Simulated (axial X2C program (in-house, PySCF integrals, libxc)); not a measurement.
# TiC⁺: properties at the nuclei

Wanted for TiC⁺: properties at the nuclei, at the two-component level.

Computed with an in-house X2C program for linear molecules on PySCF integrals. Level: two-component X2C with atomic mean-field terms, Ti dyall-cv3z, C dyall-v3z.

All values are calculated.

## Step 1: Set-up

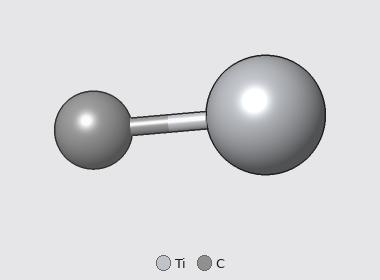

The two atoms at 1.840 Å (titanium light grey, carbon grey).

Input file task.json:

```json
{"zs": [22, 6], "q": 1, "bas": ["dyall-cv3z", "dyall-v3z"], "r0": 1.84, "levels": ["PBE0", "HF", "PBE", "B3LYP", "LDA"], "nst": 3}
```

Keys: zs atomic numbers; q charge; bas basis sets; r0 starting distance in Å; levels methods (HF also brings MP2); nst determinants followed.

On the command line:

```sh
$ python soeom.py task.json out
```

After this run come: Expectation values, lowest determinant; Expectation values, a higher determinant; Expectation values, a higher determinant.

Q: Predict the outcome of this session. Wanted: lowest determinant; Eeff magnitude; Ws magnitude Ti; A∥/gI Ti; qzz Ti; higher determinant (for each run or level that gives them).

As calculated:

| quantity | value |
| --- | --- |
| lowest determinant | Ω = 1/2 (excess of +ω over −ω: ω = 1/2) |
| Eeff magnitude (GV/cm), PBE0 | 0.00926 |
| Ws magnitude Ti (kHz), PBE0 | 0.00129 |
| A∥/gI Ti (MHz), PBE0 | 38.1 |
| qzz Ti (a.u.), PBE0 | -1.60 |
| higher determinant | Ω = 3/2 (excess of +ω over −ω: ω = 3/2) |
| Eeff magnitude (GV/cm), PBE0, higher determinant | 0.00791 |
| Ws magnitude Ti (kHz), PBE0, higher determinant | 0.00788 |
| A∥/gI Ti (MHz), PBE0, higher determinant | 73.8 |
| qzz Ti (a.u.), PBE0, higher determinant | -2.02 |
| higher determinant | Ω = 3/2 (excess of +ω over −ω: ω = 3/2) |
| Eeff magnitude (GV/cm), PBE0, higher determinant | 0.0235 |
| Ws magnitude Ti (kHz), PBE0, higher determinant | 0.0147 |
| A∥/gI Ti (MHz), PBE0, higher determinant | 362 |
| qzz Ti (a.u.), PBE0, higher determinant | -0.20 |

In the first state, the effective field runs from 0.00523 to 0.0376 GV/cm over the mean-field levels, so the levels don't agree on it. The expectation values come from single determinants, which for open shells can mix terms of unlike spin or miss the lowest Ω, so a determinant need not be a state. Eeff is the effective electric field on the electron dipole moment in this Ω state and Ws the scalar–pseudoscalar constant (defined with the proton number Z and per Ω); A∥ is the parallel hyperfine constant, which follows by multiplying with the nuclear g factor gI = μI/(I μN); qzz is the electric field gradient, eQq0 = 234.96 MHz × Q/barn × qzz. The operators were transformed with the bare-nucleus X2C matrices.
